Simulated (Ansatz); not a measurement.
**One shape, several levels: NO2F (nitryl fluoride)**

Wanted: a comparison of 6 runs (B2PLYP/STO-3G, HSE06/STO-3G, UB3LYP/STO-3G, r2SCAN0/STO-3G, wB97X/STO-3G, UMP2/STO-3G) of NO2F (nitryl fluoride). 

The results are computed with Ansatz 0.2.0.

58 further runs of the same task are left out: 10 that didn't finish, 48 set aside as unsound or not needed.

## 1. The molecule

NO2F: 4 atoms, total charge 0, spin state singlet. As SMILES, `O=[N+]([O-])F`. The N2–O1 distance was set to 2.291 Å, away from the relaxed value. At this shape a bond of the SMILES string is far longer than usual.

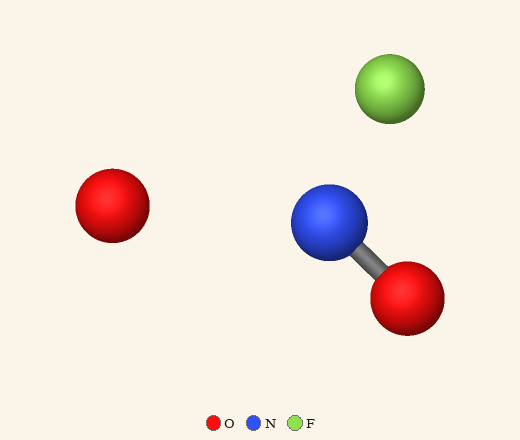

Viewed from a chosen angle; oxygen red, nitrogen blue, fluorine green.

## 2. A single-point energy at B2PLYP/STO-3G (run 1)

File in.yaml:

```yaml
basis:
  gaussian: {orbitals: STO-3G}
crystal:
  periodic: [false, false, false]
  atoms:
    - symbol: O
      position_ang: [0.267767, 1.030119, 2.109262]
    - symbol: N
      position_ang: [0.109710, -0.098240, 0.122020]
    - symbol: O
      position_ang: [0.475520, -1.064170, -0.373030]
    - symbol: F
      position_ang: [-0.773970, 0.696460, -0.864650]
hamiltonian: {xc: {name: B2PLYP}}
correlation: {frozen_orbitals: {F: 1, "N": 1, O: 1}}
accuracy: high
```

Started as:

```
$ ansatz run in.yaml --threads 1 --pin off --max-ram 2610MiB --events-out events.jsonl --progress --plain --runs-dir runs
```

The log of the run:

```text
Warning: RAYON_NUM_THREADS=1 ignored (pool sized by the plan → 1); use --threads N
Functional definition: B2PLYP
  name "B2PLYP"
  parameter a = 0.53
  parameter c = 0.27
  exchange = (1 - a)*b88_x + a*exact_x
  correlation = (1 - c)*lyp_c + c*(mp2_os + mp2_ss)
350 factors; integrals over basis functions are off by at most 2.9e-8 eV
mean field evaluation 1: about -8146.5339 eV, gradient 5.7e1 eV
mean field evaluation 2: about -8146.5453 eV, gradient 5.8e1 eV
mean field evaluation 4: about -8110.9139 eV, gradient 3.6e1 eV
mean field evaluation 8: about -8163.7287 eV, gradient 2.7e-2 eV
mean field evaluation 16: about -8163.3310 eV, gradient 1.3e0 eV
mean field evaluation 32: about -8111.6171 eV, gradient 2.0e1 eV
mean field evaluation 64: about -8163.7165 eV, gradient 8.1e-2 eV
mean field -8163.71662825 eV, -300.0110525222 hartree, gradient 1.5e-8 eV, S^2 0.000000; 6 other end points of the search recorded, 0 dependent functions left out; unrestricted orbitals would lower it
4 core orbitals not correlated: weight in the atoms' cores, before any rotation towards them, 1.000 or more for the frozen orbitals, at most 0.000 for the correlated occupied ones
reference -8163.71663978 eV, -300.0110529462 hartree; 12, 12 occupied and 4, 4 virtual orbitals, 350 factors
second order -7.03825174 eV of doubles, -0.00000000 eV of singles
Total energy: -8165.61696775 eV, -300.0808887110 hartree
```

It took 2.4 s on 1 thread of Arm Neoverse V1, shared host; peak memory 0.094 GiB.

## 3. The energy at HSE06/STO-3G (run 2)

File molecule.yaml:

```yaml
crystal:
  periodic: [false, false, false]
  atoms:
    - {symbol: O, position_ang: [0.267767, 1.030119, 2.109262]}
    - {symbol: "N", position_ang: [0.109710, -0.098240, 0.122020]}
    - {symbol: O, position_ang: [0.475520, -1.064170, -0.373030]}
    - {symbol: F, position_ang: [-0.773970, 0.696460, -0.864650]}
basis:
  gaussian:
    orbitals: STO-3G
accuracy: high
total_charge: 0
hamiltonian:
  xc: {name: HSE06}
```

Started as:

```
$ ansatz run molecule.yaml --threads 1 --pin off --max-ram 2610MiB --events-out events.jsonl --progress --plain --runs-dir runs
```

The log of the run:

```text
Warning: RAYON_NUM_THREADS=1 ignored (pool sized by the plan → 1); use --threads N
Functional definition: HSE06
  name "HSE06"
  parameter a = 0.25
  parameter omega = 0.11/bohr
  exchange = pbe_x - a*pbe_x_sr(omega) + a*exact_x_sr(omega)
  correlation = pbe_c
350 factors; integrals over basis functions are off by at most 2.9e-8 eV
52 factors; integrals over basis functions are off by at most 2.8e-10 eV
mean field evaluation 1: about -8151.1498 eV, gradient 5.7e1 eV
mean field evaluation 2: about -7958.9702 eV, gradient 4.3e1 eV
mean field evaluation 4: about -8118.8032 eV, gradient 2.5e1 eV
mean field evaluation 8: about -8167.6679 eV, gradient 2.7e-1 eV
mean field evaluation 16: about -8167.6723 eV, gradient 4.0e-8 eV
mean field -8167.67228189 eV, -300.1564201123 hartree, gradient 4.0e-8 eV, S^2 0.000000; 4 other end points of the search recorded, 0 dependent functions left out
reference -8167.67228272 eV, -300.1564201430 hartree; 16, 16 occupied and 4, 4 virtual orbitals, 350 factors
Total energy: -8167.67228272 eV, -300.1564201430 hartree
```

It took 1.6 s on 1 thread of Arm Neoverse V1, shared host; peak memory 0.092 GiB.

Runs 3 to 5 aren't shown in full; the table further down has their settings and results.

## 4. The energy at UMP2/STO-3G (run 6)

File job.yaml:

```yaml
crystal:
  periodic: [false, false, false]
  atoms:
    - {symbol: O, position_ang: [0.267767, 1.030119, 2.109262]}
    - {symbol: "N", position_ang: [0.109710, -0.098240, 0.122020]}
    - {symbol: O, position_ang: [0.475520, -1.064170, -0.373030]}
    - {symbol: F, position_ang: [-0.773970, 0.696460, -0.864650]}
basis:
  gaussian: {orbitals: STO-3G}
magnetization: {spin_polarized: true, initial_magnetization: 0}
correlation: {method: mp2, frozen_orbitals: {F: 1, "N": 1, O: 1}}
accuracy: high
```

Started as:

```
$ ansatz run job.yaml --threads 1 --pin off --max-ram 2610MiB --events-out events.jsonl --progress --plain --runs-dir runs
```

The log of the run, cut to the lines that bear on the results:

```text
Warning: RAYON_NUM_THREADS=1 ignored (pool sized by the plan → 1); use --threads N
Functional definition: HF
  name "HF"
[...]
350 factors; integrals over basis functions are off by at most 2.9e-8 eV
[...]
mean field -8143.76566700 eV, -299.2778682195 hartree, gradient 1.4e-8 eV, S^2 2.126737; 18 other end points of the search recorded, 0 dependent functions left out
4 core orbitals not correlated: weight in the atoms' cores, before any rotation towards them, 1.000 or more for the frozen orbitals, at most 0.000 for the correlated occupied ones
reference -8143.76566700 eV, -299.2778682195 hartree; 12, 12 occupied and 4, 4 virtual orbitals, 350 factors
second order -2.46780639 eV of doubles, -0.00000000 eV of singles
Total energy: -8146.23347339 eV, -299.3685584316 hartree
```

Run time: 1.7 s. Hardware: 1 thread of Arm Neoverse V1, shared host.

## 5. All runs side by side

```csv
run,level,frozen core orbitals,energy (Eh),wall time
1,B2PLYP/STO-3G,4,-300.080889,2.4 s
2,HSE06/STO-3G,–,-300.156420,1.6 s
3,UB3LYP/STO-3G,–,-300.483903,13 s
4,r2SCAN0/STO-3G,–,-300.312146,3.6 s
5,wB97X/STO-3G,–,-300.399260,5.7 s
6,UMP2/STO-3G,4,-299.368558,1.7 s
```

## 6. Summary of results

| quantity | value |
| --- | --- |
| run 6: total energy | -299.36856 Eh |
| run 6: correlation energy (4 core orbitals frozen) | -90.7 mEh |
| run 6: ⟨S²⟩ of the reference determinant | 2.127 |

In words: Totals of different functionals can't be ranked against each other. In run 1 the log says that unrestricted orbitals would lower the reference, so the values rest on an unstable closed-shell determinant (other closed-shell runs at this shape may share the fault). In runs 1, 2, 3, 4, 5, 6 the basis is minimal, so the values are rough. Spin contamination of the reference: run 6 ⟨S²⟩ = 2.13, run 3 ⟨S²⟩ = 0.99. Where it is this large, the reference is a mixture of spin states, and values that rest on it are in doubt. All runs together took 28 s, the longest 13 s.
